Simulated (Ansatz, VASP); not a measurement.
# PtSe2 (1T-PtSe2 monolayer) in two plane-wave programs, part 2 of 2

Wanted: the spread between two codes on one cell, functional and k mesh.  Valence electrons are named where the data sets of a main pair hold unlike numbers.

VASP 6.6.1 and Ansatz 0.2.0.

So far: Set-up; VASP: band structure, PBE with D3(BJ), spin-orbit coupling.

**3. Ansatz: band structure, PBE with D3(BJ), spin-orbit coupling**

Level of this step: Ansatz beside VASP: Kohn-Sham DFT, plane waves, PBE with D3(BJ), spin-orbit coupling (Ansatz).

Ansatz runs on its fully relativistic PAW (standard-fr) files.

The same cell, functional, mesh and smearing now go to Ansatz, which takes its cutoff from its data sets.

Input file input.yaml:

```yaml
crystal:
  lattice:
    - [3.7028369166, 0.0, 0.0]
    - [-1.8514184583, 3.2067508358, 0.0]
    - [0.0, 0.0, 22.0]
  atoms:
    - { symbol: Pt, position: [0.0, 0.0, 0.5] }
    - { symbol: Se, position: [0.3333333333, 0.6666666667, 0.4396979049] }
    - { symbol: Se, position: [0.6666666667, 0.3333333333, 0.5603020951] }
hamiltonian:
  xc: pbe
  pseudopotentials: { kind: paw_fr }
  dispersion: d3bj
magnetization:
  noncollinear: true
  spin_orbit: true
kpoints:
  mp_grid: { grid: [9, 9, 1] }
  band_path:
    path:
      - [0.0, 0.0, 0.0]
      - [0.03846, 0.0, 0.0]
      - [0.07692, 0.0, 0.0]
      - [0.15385, 0.0, 0.0]
      - [0.19231, 0.0, 0.0]
      - [0.23077, 0.0, 0.0]
      - [0.26923, 0.0, 0.0]
      - [0.30769, 0.0, 0.0]
      - [0.34615, 0.0, 0.0]
      - [0.42308, 0.0, 0.0]
      - [0.46154, 0.0, 0.0]
      - [0.5, 0.0, 0.0]
      - [0.48718, 0.02564, 0.0]
      - [0.47436, 0.05128, 0.0]
      - [0.44872, 0.10256, 0.0]
      - [0.4359, 0.12821, 0.0]
      - [0.41026, 0.17949, 0.0]
      - [0.39744, 0.20513, 0.0]
      - [0.37179, 0.25641, 0.0]
      - [0.35897, 0.28205, 0.0]
      - [0.34615, 0.30769, 0.0]
      - [0.33333, 0.33333, 0.0]
      - [0.30769, 0.30769, 0.0]
      - [0.25641, 0.25641, 0.0]
      - [0.23077, 0.23077, 0.0]
      - [0.20513, 0.20513, 0.0]
      - [0.15385, 0.15385, 0.0]
      - [0.12821, 0.12821, 0.0]
      - [0.07692, 0.07692, 0.0]
      - [0.05128, 0.05128, 0.0]
      - [0.0, 0.0, 0.0]
    npoints: 1
scf:
  occupations: { method: gaussian, width: 0.03 }
  n_extra_bands: 14
efield:
  axis: 3
  dipole_correction: true
  ramp_width: 0.04
output:
  forces: true
  eigenvalues: true
  write_density: true
  write_potential: true
  elf: true
  volumetric_format: npy
```

On the command line:

```console
> ansatz run input.yaml --threads 4 --pin off --max-ram 9216MiB --backend cpu --events-out ev --progress --plain --runs-dir out
```

Numbers of over 12 decimals in the logs are rounded to 6 here.

The log of the run:

```text
scf.n_extra_bands = 14 over 50 filled bands (N_el = 50.0): the run solves 64 bands
Engine: ansatz 0.2.0, aarch64-unknown-linux-gnu
Pseudopotentials: kind: paw_fr
Pseudopotential: Pt, paw_fr, valence charge 18, recommended cutoff 420 eV (normal), Pt.paw.azcp#standard-fr
Pseudopotential: Se, paw_fr, valence charge 16, recommended cutoff 420 eV (normal), Se.paw.azcp#standard-fr
Functional definition: PBE
  parameter kappa = 0.804
  parameter beta = 0.066725
  exchange = pbe_x(kappa = kappa, mu = beta*pi^2/3)
  correlation = pbe_c(beta = beta)
non-collinear run that drives no moment, with spin-orbit: no starting moment large enough to seed its density (crystal.atoms[].spin), no starting occupations that ask for one, no magnetisation constraint and no magnetic field, so the semilocal B_xc is pinned to zero
Crystal: 3 atoms, lattice volume = 261.230 Å³
Basis set: ecut = 420 eV, 5137 PW (Γ), exchange–correlation on 50×50×300 points (8 copies of the dense FFT grid, shifted against one another)
Bands: 64, of which v1, the nominal top of the filled ones, is band 50 counted from 1 (49 counted from 0)
Symmetry: 6 space group operations + 6 with time reversal
k-points: 12 of 81 (time reversal used)
Projection manifold: j_resolved (fully-relativistic pseudo-atomic orbitals)
Non-local potential: Pt, projectors of the file, l = 0: 3, l = 1: 4, l = 2: 4, l = 3: 2
Non-local potential: Se, projectors of the file, l = 0: 2, l = 1: 4, l = 2: 6, l = 3: 2
PAW form: soft (Blöchl's): semilocal exchange-correlation on the pseudo side does not see the compensation charge
PAW one-centre angular grid: Pt, 590 points (default); XC on 64 Gauss nodes
PAW one-centre angular grid: Se, 590 points (default); XC on 96 Gauss nodes
Initial density: superposition of atomic densities (neutral atoms: chi_scale 0, normalization atom)
Initial wavefunctions: pseudopotential atomic-orbital guess
Functional: x = pbe(κ = 0.804, μ = 0.219515), c = pbe(β = 0.066725)
SCF iter   1: F=—  HF=-23499.011890 eV  |F-HF|=—  |Δ(HF+E_count)|=         —  Δρ=4.08e-2  dr2=4.59e0  dr2_m=0.00e0 (ungated)  ethr=3.10e-3  |M|=0.00e0 ∫|m|=0.00e0 μB  |m|>n=0.0e0 m-floor=0.0e0 τ_xc=0.0e0  β_m=0.30  p=0.000 e·Å  D=8.05e-14 V/Å  ΔV_dip=-0.00 eV  dr2_dipole=1.14e-7  V_vac-E_F(+/−)=4.74/4.74 eV  ⟨swp⟩=12.2  Hψ=4502  notcnv=0  defer=9
efield: sawtooth ramp at fractional position 0.9800 (placed from the atoms, in the widest stretch of the axis that holds none; the zero of the levels goes with the place), width 0.0400; the density the first Hamiltonian is built on has a dipole p = 0.000 e·Å; the dipole correction subtracts the counter field D = 8.05e-14 V/Å, which shifts the + side's vacuum level by -0.00 eV against the − side's; the planar-averaged density in the ramp window peaks in size at 1.2e-5 e/Å³
preconditioner: auto → Resta (q_TF=auto, 2.071 Å⁻¹)  ε∞=2.1  [insulator: Δε(μ)=1.506 eV  Ē_g=10.200 eV  σ=0.030 eV  W_gap=1.00  n_scr=44 (ndim 8)  ℏωp=10.8 eV  f_vac=0.720  D(μ)=0.00/eV (n_scr^D=0)  ε∞_Penn≈2.1  vacuum switching on, ρ_ref=7.5e-3 e/Å³]
spin=Noncollinear: Resta preconditioning applied to the charge; magnetization (m_x, m_y, m_z) channels mix plain (no charge-response kernel on spin).
SCF iter   2: F=—  HF=-23498.239880 eV  |F-HF|=—  |Δ(HF+E_count)|=   7.72e-1  Δρ=1.55e-2  dr2=3.34e-1  dr2_m=0.00e0 (ungated)  ethr=3.10e-3  |M|=0.00e0 ∫|m|=0.00e0 μB  |m|>n=0.0e0 m-floor=0.0e0 τ_xc=0.0e0  β_m=0.30  p=-0.000 e·Å  D=-6.30e-5 V/Å  ΔV_dip=0.00 eV  dr2_dipole=7.65e-8  V_vac-E_F(+/−)=5.33/5.33 eV  ⟨swp⟩=2.9  Hψ=1214  notcnv=0  defer=120
SCF iter   3: F=—  HF=-23498.203620 eV  |F-HF|=—  |Δ(HF+E_count)|=   3.63e-2  Δρ=1.16e-2  dr2=1.34e-1  dr2_m=0.00e0 (ungated)  ethr=6.69e-4  |M|=0.00e0 ∫|m|=0.00e0 μB  |m|>n=0.0e0 m-floor=0.0e0 τ_xc=0.0e0  β_m=0.58  p=-0.000 e·Å  D=-1.54e-5 V/Å  ΔV_dip=0.00 eV  dr2_dipole=4.40e-9  V_vac-E_F(+/−)=5.14/5.14 eV  ⟨swp⟩=2.0  Hψ=840  notcnv=0  defer=120
SCF iter   4: F=—  HF=-23498.186903 eV  |F-HF|=—  |Δ(HF+E_count)|=   1.67e-2  Δρ=2.22e-3  dr2=6.07e-3  dr2_m=0.00e0 (ungated)  ethr=2.69e-4  |M|=0.00e0 ∫|m|=0.00e0 μB  |m|>n=0.0e0 m-floor=0.0e0 τ_xc=0.0e0  β_m=0.60  p=-0.000 e·Å  D=-1.45e-4 V/Å  ΔV_dip=0.00 eV  dr2_dipole=2.72e-6  V_vac-E_F(+/−)=4.92/4.92 eV  ⟨swp⟩=2.1  Hψ=883  notcnv=0  defer=120
SCF iter   5: F=—  HF=-23498.186473 eV  |F-HF|=—  |Δ(HF+E_count)|=   4.30e-4  Δρ=2.95e-4  dr2=2.91e-4  dr2_m=0.00e0 (ungated)  ethr=1.21e-5  |M|=0.00e0 ∫|m|=0.00e0 μB  |m|>n=0.0e0 m-floor=0.0e0 τ_xc=0.0e0  β_m=0.73  p=0.001 e·Å  D=4.78e-4 V/Å  ΔV_dip=-0.01 eV  dr2_dipole=3.12e-5  V_vac-E_F(+/−)=4.86/4.87 eV  ⟨swp⟩=2.0  Hψ=947  notcnv=0  defer=120
SCF iter   6: F=—  HF=-23498.186774 eV  |F-HF|=—  |Δ(HF+E_count)|=   3.01e-4  Δρ=3.28e-4  dr2=2.41e-3  dr2_m=0.00e0 (ungated)  ethr=5.83e-7  |M|=0.00e0 ∫|m|=0.00e0 μB  |m|>n=0.0e0 m-floor=0.0e0 τ_xc=0.0e0  β_m=0.73  p=-0.003 e·Å  D=-1.96e-3 V/Å  ΔV_dip=0.04 eV  dr2_dipole=5.06e-4  V_vac-E_F(+/−)=4.88/4.84 eV  ⟨swp⟩=2.5  Hψ=976  notcnv=0  defer=120
SCF iter   7: F=—  HF=-23498.186566 eV  |F-HF|=—  |Δ(HF+E_count)|=   2.08e-4  Δρ=4.06e-5  dr2=5.00e-6  dr2_m=0.00e0 (ungated)  ethr=5.83e-7  |M|=0.00e0 ∫|m|=0.00e0 μB  |m|>n=0.0e0 m-floor=0.0e0 τ_xc=0.0e0  β_m=0.69  p=0.000 e·Å  D=3.29e-5 V/Å  ΔV_dip=-0.00 eV  dr2_dipole=2.68e-7  V_vac-E_F(+/−)=4.86/4.86 eV  ⟨swp⟩=2.0  Hψ=852  notcnv=0  defer=120
SCF iter   8: F=—  HF=-23498.186604 eV  |F-HF|=—  |Δ(HF+E_count)|=   3.79e-5  Δρ=1.36e-5  dr2=4.76e-7  dr2_m=0.00e0 (ungated)  ethr=1.00e-8  |M|=0.00e0 ∫|m|=0.00e0 μB  |m|>n=0.0e0 m-floor=0.0e0 τ_xc=0.0e0  β_m=0.78  p=-0.000 e·Å  D=-1.02e-5 V/Å  ΔV_dip=0.00 eV  dr2_dipole=1.47e-8  V_vac-E_F(+/−)=4.86/4.86 eV  ⟨swp⟩=2.4  Hψ=1264  notcnv=0  defer=120
SCF iter   9: F=-23498.186605 eV  HF=-23498.186605 eV  |F-HF|=2.11e-8  |Δ(HF+E_count)|=   7.71e-7  Δρ=2.99e-6  dr2=2.97e-8  dr2_m=0.00e0 (ungated)  ethr=2.00e-10  |M|=0.00e0 ∫|m|=0.00e0 μB  |m|>n=0.0e0 m-floor=0.0e0 τ_xc=0.0e0  p=0.000 e·Å  D=1.78e-6 V/Å  ΔV_dip=-0.00 eV  dr2_dipole=5.81e-10  V_vac-E_F(+/−)=4.86/4.86 eV  ⟨swp⟩=21.9  Hψ=6558  notcnv=0
SCF 1 converged in 9 iterations: F = -23498.186605 eV  dr2 = 2.97e-8
  greatest PAW one-centre occupation: 1.000 electrons in one spin orbital (limit 2), on the Pt atom at site 0 (counted from 0), in its partial waves of l = 0
NSCF: frozen V_eff on 31 k-points
efield: sawtooth ramp at fractional position 0.9800 (kept from the solve that this one continues, or follows in the run), width 0.0400; the density the first Hamiltonian is built on has a dipole p = 0.000 e·Å; the dipole correction subtracts the counter field D = 1.78e-6 V/Å, which shifts the + side's vacuum level by -0.00 eV against the − side's; the planar-averaged density in the ramp window peaks in size at 1.2e-5 e/Å³
WARN: The input density's exchange-correlation potential varies sharply where the density is thin. Do not read a vacuum level from v_tot or v_xc, or from such a field of the output density. On a cell that repeats whose density bears no net charge and no dipole along the vacuum's axis use v_es (v_loc + v_h of the components); under efield.dipole_correction with no amplitude use v_es + v_field, which holds any external [...]
SCF converged after 9 iterations
Magnetization: |M| = 0.0000 μB,  M = (+0.0000, +0.0000, +0.0000) μB
Absolute magnetization: 0.0000 μB (∫|m|)
  site 0: m = (+0.0000, +0.0000, +0.0000) μB, |m| = 0.0000 μB  (R = 1.04 Å)
  site 1: m = (+0.0000, +0.0000, +0.0000) μB, |m| = 0.0000 μB  (R = 1.04 Å)
  site 2: m = (+0.0000, +0.0000, +0.0000) μB, |m| = 0.0000 μB  (R = 1.04 Å)
Free energy (F): -23498.186605 eV
Harris-Foulkes:  -23498.186605 eV  (|F-HF|=2.11e-8)
Internal energy: -23498.186605 eV  (E = F + TS)
E sigma→0 (E₀):  -23498.186605 eV
Fermi energy:    -0.687512 eV
Dipole field:    D = -0.000027 V/Å  (p = -0.000038 e·Å, saw-weighted, corrected)
Work function:   Φ+ = 4.8563 eV   Φ− = 4.8557 eV
Levels:          The Fermi level and band energies are counted from a zero that moves with the ramp; work functions are not
--- Per-component energies (eV) ---
  E_band       = -1645.335388
  E_kinetic    = 873.244794
  E_local      = -53217.743341  (includes V_loc(G=0)·N_el)
  E_nonlocal   = -1002.346283
  E_hartree    = 26024.344311
  E_xc         = -470.010577
  E_vxc        = -498.973891  (∫ρ·V_xc dr)
  E_paw        = -13304.763387  (= ΣΔE_a)
  E_vpaw       = 151.786644  (= ΣTr[D̂ρ^β])
  E_aug_tail   = -0.001020  (compensation charges beyond the density's cutoff)
  E_efield     = 0.000000  (sawtooth field / dipole correction)
  E_vefield    = 0.000000  (∫n·V_field dr)
  E_ewald      = 17599.987177
  E_disp       = -0.898278  (pairwise vdW)
  E_smearing   = -0.000000  (= −TS)
  E_closure    = 0.000000  (closes the sum)
  Σ components = -23498.186605   (vs F -23498.186605, Δ=0.00e0)
--- Forces (eV/Å), atoms counted from 1 ---
  atom   1  Pt     0.00000000    -0.00000000    -0.00000021
  atom   2  Se    -0.00000000    -0.00000000    -0.02070888
  atom   3  Se     0.00000000     0.00000000     0.02071279
  max |Σ_I F_I| component: 3.70e-6 eV/Å
--- Band table (eV; the first three rows and the last of 12) ---
  k-point 0: bands = [... 46 lower, -1.6438, -1.6438, -1.2754, -1.2754, 1.4639, 1.4639, 1.5052, 1.5052, ... 10 higher]
  k-point 1: bands = [... 46 lower, -1.6459, -1.6459, -1.3391, -1.3391, 0.6950, 0.6950, 1.2996, 1.2996, ... 10 higher]
  k-point 2: bands = [... 46 lower, -1.7561, -1.7560, -1.5172, -1.5172, -0.0982, -0.0982, 1.0817, 1.0817, ... 10 higher]
  k-point 11: bands = [... 46 lower, -2.5294, -2.5293, -2.3430, -2.3430, 0.3003, 0.3003, 0.3143, 0.3143, ... 10 higher]
```

Wall time 40 s (4 threads of Arm Neoverse V1, shared host); peak memory 1.5 GiB; 2.6 min of CPU time.

Reading the cycles: dr2 is the Hartree energy of the density residual (eV), the measure of convergence; HF is the Harris–Foulkes estimate of the energy, which meets the free energy F at convergence.

**4. Differences**

Known differences besides the potentials themselves: spin-orbit coupling enters by fully relativistic files in Ansatz and inside the spheres in VASP; the data sets hold 50 valence electrons in Ansatz (on its fully relativistic PAW (standard-fr) files) and 22 in VASP; the cutoff is 420 eV in Ansatz and 350 eV in VASP (PREC = Normal). Total energies have different zeros and are not compared.

The two programs side by side:

```csv
quantity,Ansatz,VASP,difference
gap over the path points (eV),1.174,1.155,+0.019
```

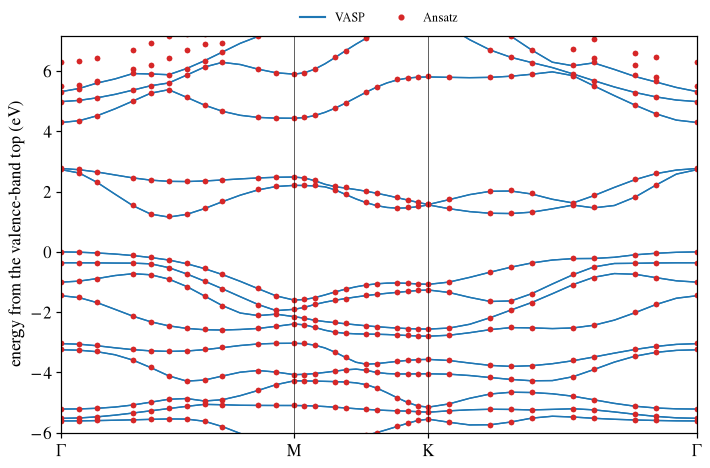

Bands from VASP (lines) and levels from Ansatz (dots). Dots without a line are higher empty bands that the VASP plot leaves out.

Levels at points of the path, from each program's valence-band top (eV; 8 filled, then empty):

```
k (reciprocal lattice)                                                                         Ansatz                                                                           VASP
     0.000 0.000 0.000    -1.44 -1.44 -1.01 -1.01 -0.37 -0.37 0.00 0.00 2.74 2.74 2.78 2.78 4.29 4.29    -1.45 -1.45 -1.00 -1.00 -0.36 -0.36 0.00 0.00 2.73 2.73 2.77 2.77 4.29 4.29
     0.038 0.000 0.000  -1.51 -1.51 -0.97 -0.97 -0.37 -0.37 -0.01 -0.01 2.63 2.63 2.74 2.74 4.35 4.35  -1.52 -1.52 -0.97 -0.97 -0.36 -0.36 -0.01 -0.01 2.62 2.62 2.73 2.73 4.35 4.35
     0.077 0.000 0.000  -1.67 -1.67 -0.89 -0.89 -0.37 -0.37 -0.03 -0.03 2.32 2.32 2.66 2.66 4.51 4.51  -1.68 -1.68 -0.89 -0.89 -0.36 -0.36 -0.04 -0.04 2.31 2.31 2.65 2.65 4.51 4.51
     0.154 0.000 0.000  -2.12 -2.12 -0.73 -0.73 -0.37 -0.37 -0.12 -0.12 1.55 1.55 2.47 2.47 5.00 5.00  -2.13 -2.13 -0.72 -0.72 -0.37 -0.37 -0.12 -0.12 1.53 1.53 2.45 2.45 5.00 5.00
     0.192 0.000 0.000  -2.31 -2.31 -0.77 -0.77 -0.39 -0.39 -0.18 -0.18 1.27 1.27 2.39 2.39 5.26 5.26  -2.32 -2.32 -0.76 -0.76 -0.40 -0.40 -0.19 -0.19 1.25 1.25 2.38 2.38 5.26 5.26
     0.231 0.000 0.000  -2.44 -2.44 -0.91 -0.91 -0.52 -0.52 -0.26 -0.26 1.17 1.17 2.35 2.35 5.37 5.37  -2.45 -2.45 -0.90 -0.90 -0.52 -0.52 -0.27 -0.27 1.16 1.16 2.34 2.34 5.38 5.38
     0.269 0.000 0.000  -2.53 -2.53 -1.15 -1.15 -0.73 -0.73 -0.38 -0.38 1.26 1.26 2.35 2.35 5.13 5.13  -2.54 -2.54 -1.15 -1.15 -0.73 -0.73 -0.39 -0.39 1.24 1.24 2.33 2.33 5.13 5.13
     0.308 0.000 0.000  -2.57 -2.57 -1.47 -1.47 -0.97 -0.97 -0.55 -0.55 1.46 1.46 2.36 2.36 4.87 4.87  -2.58 -2.58 -1.46 -1.46 -0.97 -0.97 -0.56 -0.56 1.44 1.44 2.35 2.35 4.87 4.87
     0.346 0.000 0.000  -2.58 -2.58 -1.78 -1.78 -1.22 -1.22 -0.74 -0.74 1.69 1.69 2.40 2.40 4.67 4.67  -2.59 -2.59 -1.78 -1.78 -1.22 -1.22 -0.75 -0.75 1.66 1.66 2.38 2.38 4.66 4.66
     0.423 0.000 0.000  -2.53 -2.53 -2.11 -2.11 -1.75 -1.75 -1.21 -1.21 2.08 2.08 2.47 2.47 4.47 4.47  -2.54 -2.54 -2.11 -2.11 -1.75 -1.75 -1.22 -1.22 2.06 2.06 2.45 2.45 4.46 4.46
```

At this near-relaxed geometry the largest component of a force difference is 13 meV/Å. Among the levels compared at these points, filled levels agree within 18 meV and empty ones within 21 meV. With vacuum in the cell, a pressure given here is an average over mostly empty space and none of the material.

**5. Outcome**

| Quantity | Value |
| --- | --- |
| largest difference of a filled level at the path points (band structure, PBE with D3(BJ), spin-orbit coupling) | 18 meV |
| r.m.s. force difference (band structure, PBE with D3(BJ), spin-orbit coupling) | 6.3 meV/Å |

In words: The r.m.s. force difference is 6.3 meV/Å (band structure, PBE with D3(BJ), spin-orbit coupling), within the 12 meV/Å picked in this series as the mark of a large difference. The data sets hold unlike numbers of valence electrons (50 in Ansatz and 22 in VASP), so part of the differences comes from the potentials. 2 further runs of this series are not shown here. Such differences can come from data sets, numerical settings and the points named under the comparisons, not from the functional's error against experiment.

[Lines on the potential files, build, host, timing and source positions are cut from VASP's logs without a mark.]

[Logs are printed without paths, hosts, clocks, repeated set-up lines and the standing remarks that a program may print on its own settings, such as how far it seeks lower states.]

[Hosts, paths, dates, database ids (printed as entryN), source tags and the programs' standing remarks are cut or masked in the printed files.]
